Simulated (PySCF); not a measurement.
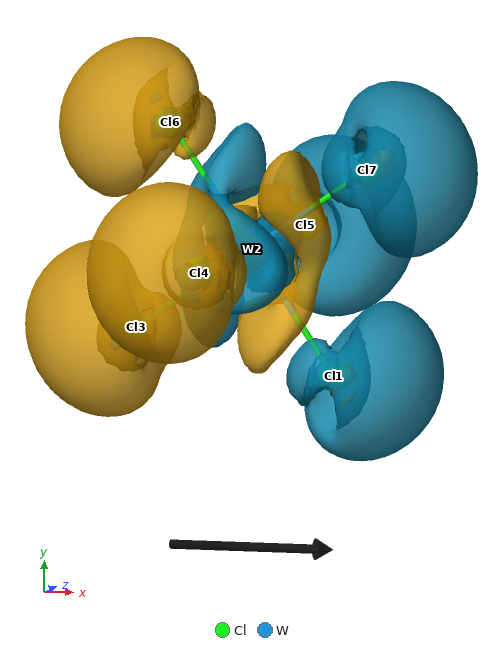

*Cl₆W, SMILES `Cl[W](Cl)(Cl)(Cl)(Cl)Cl`. Change of the electron density in a uniform field of 0.10 V/Å along +x (arrow), surfaces at ±0.0006 e/Å³ (yellow: gain, teal: loss).*

Computed with PySCF, TPSSh/def2-SVPD, geometry: GFN2-xTB. Core potentials replace the inner electrons of W; spin–orbit coupling isn't included. This is a single-reference result, which may miss multireference character in this system. No frequency check shows the geometry to be a minimum. GFN2-xTB bond lengths at metals and heavier atoms can be off by up to 0.1 Å and shapes distorted, which carries into these values.

The calculation's input:

```python
import numpy as np
from pyscf import gto, scf, dft
from pyscf.scf import atom_ks, atom_hf
from scipy.linalg import block_diag

def solve(mol, dm0=None, hcore=None):
    mf = (dft.UKS if mol.spin else dft.RKS)(mol, xc='tpssh')
    mf.grids.level = 3
    mf = mf.density_fit(auxbasis='def2-universal-jkfit')
    mf.conv_tol, mf.max_cycle = 1e-8, 80
    if hcore is not None:
        mf.get_hcore = lambda *args: hcore
    mf.kernel(dm0)
    if not mf.converged:
        mf = mf.newton().run(mf.mo_coeff, mf.mo_occ, max_cycle=30)
    assert mf.converged, 'SCF not converged'
    return mf

mol = gto.M(atom='''
Cl     1.19996    -1.92550     0.32051
W      0.00007     0.00036     0.00026
Cl    -1.35840    -1.09090    -1.48792
Cl    -1.40462    -0.59175     1.71142
Cl     1.40447     0.58635    -1.71316
Cl    -1.19977     1.92651    -0.31978
Cl     1.35805     1.09373     1.48782
''', basis='def2-svpd', ecp={'W': 'def2-svpd'}, charge=0, spin=0, verbose=4)
field = np.array([-0.002, -0.0, -0.0])  # atomic units
mol.set_common_orig(mol.atom_charges() @ mol.atom_coords() / mol.atom_charges().sum())
mf = solve(mol)
out = dict(dm0=mf.make_rdm1(), d0=mf.dip_moment(unit='AU'), e0=mf.e_tot)
for name, sign in (('p', 1), ('m', -1)):
    h = mf.get_hcore() + sign * np.einsum('x,xij->ij', field, mol.intor('int1e_r'))
    mi = solve(mol, mf.make_rdm1(), h)
    out.update({'dm' + name: mi.make_rdm1(), 'd' + name: mi.dip_moment(unit='AU'), 'e' + name: mi.e_tot})
# spherically averaged free atoms, for the promolecule
atom_ks.AtomSphAverageRKS.init_guess_by_vsap = lambda self, mol=None: self.init_guess_by_minao(mol)  # core potentials
atm = atom_ks.get_atm_nrks(mol, xc='tpssh')
pro = block_diag(*[(atm[a[0]][2] * atm[a[0]][3]) @ atm[a[0]][2].T for a in mol._atom])
np.savez('result.npz', pro=pro, **out)
```

Run with:

```sh
OMP_NUM_THREADS=1 python input.py
```

The run took 2.8 min on 1 thread of AMD EPYC 7R43 64-Core Processor (Zen 3) (shared host), peak memory 1.2 GiB.

Partitions, critical points and surface values were worked out afterwards from this run's density.

The field was applied in both directions; the picture shows the one opposite to the script's first.

How large is the response?

Answer. The induced dipole is 0.74 D (along the field); α along this axis, from the fields in both directions, is 146 bohr³ (21.6 Å³).
